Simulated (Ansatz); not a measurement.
**A ladder of methods for CH5AlO2 (SMILES C[Al](O)O)**

The species is CH5AlO2 (9 atoms), meant as a singlet with charge 0. As SMILES, `C[Al](O)O`. Geometry: optimised at r2SCAN/def2-SVP. This is one conformer, not always the lowest.

```
atom    x (Å)    y (Å)    z (Å)
   C  -0.0269   1.1054  -1.0302
  Al  -0.0028  -0.3076   0.2898
   O   0.9629  -1.6802  -0.0132
   O  -0.9404  -0.1263   1.7030
   H  -0.2236   0.7101  -2.0406
   H  -0.7877   1.8694  -0.8068
   H   0.9512   1.6137  -1.0801
   H   1.0952  -2.4583   0.5318
   H  -1.0280  -0.7264   2.4463
```

Each level gives the dissociation energy of the O3–Al2 bond into doublet OH and doublet CH4AlO (shapes relaxed at r2SCAN/def2-SVP, no zero-point term) (eV). The values are calculated.

```tsv
level	kind	program	value (eV)	CPU time (all runs)
HF/def2-SVP	Hartree–Fock	Ansatz	4.30	1.4 s
SVWN5/def2-SVP	LDA	Ansatz	6.41	2.2 s
r2SCAN/def2-SVP	meta-GGA	Ansatz	5.54	8.9 s
B3LYP/def2-SVP	global hybrid	Ansatz	5.55	5.1 s
CAM-B3LYP/def2-SVP	range-separated hybrid	Ansatz	5.70	5.6 s
wB97M-V/def2-SVP	range-separated hybrid	Ansatz	5.87	22 s
B2PLYP/def2-SVP	double hybrid	Ansatz	5.61	6.4 s
RPA@PBE/def2-SVP	RPA	Ansatz	5.08	8.3 s
```

The values span 4.30 to 6.41 eV. Hartree–Fock misses the correlation of the electron pair that is broken and comes out low. Measured bond enthalpies also hold zero-point and thermal terms, a few tenths of an eV less. CPU times are rough (shared hosts, several kinds of processor and program).

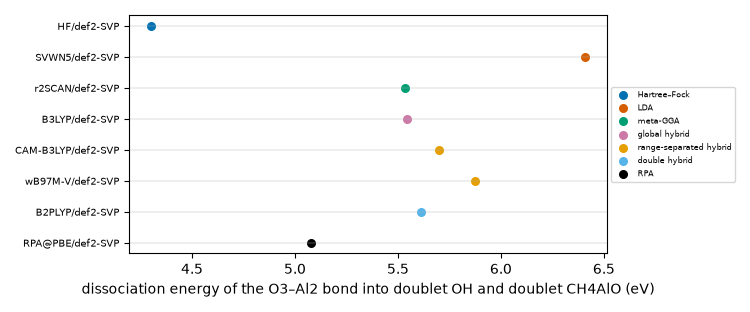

The values of the table, level by level.
